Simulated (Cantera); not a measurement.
Input: 1 mol B2H6, 0.089 mol O2, a varied amount of N2, equilibrated at 1477 °C and 1.33 mbar.

Cantera equilibrium calculation (NASA polynomials, part measured and part estimated; ideal gas, pure solids and liquids). Candidate condensed phases: B, BN, B2O3, B3O3H3, H2O; 39 gas species. The feed counts by its element totals alone. Mutual solubility and eutectic melting of coexisting phases are not modelled. The tables' values for BH2 are old estimates; treat these amounts as uncertain. Equilibrium is a limit: real reactors are often held back by kinetics, nucleation or transport.

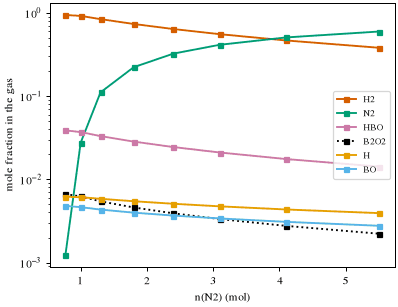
Figure. Equilibrium gas composition (values under 1e-9 drawn at 1e-9)

At 0.77 mol N2 the condensed part is B(s) + BN(s). From 1 mol N2 to 5.5 mol N2 the condensed part is BN(s). The main B-bearing gas is HBO throughout.
